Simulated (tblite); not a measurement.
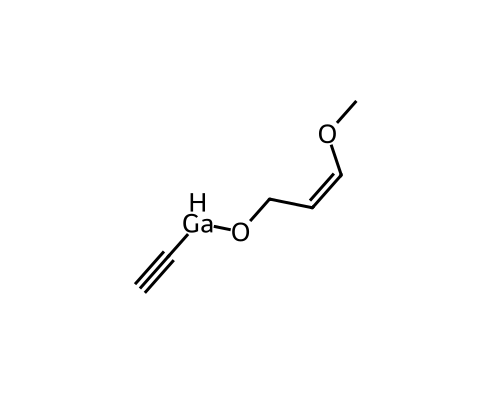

Figure made from data computed with tblite.

2D structure.

**Transcribe the drawing into SMILES.**

C#[C][GaH][O]C/C=C\OC

**What is the molecular formula?**

C6H9GaO2.

**An optimisation with GFN2-xTB gave a structure of which point group?**

C1. Other conformers may differ.
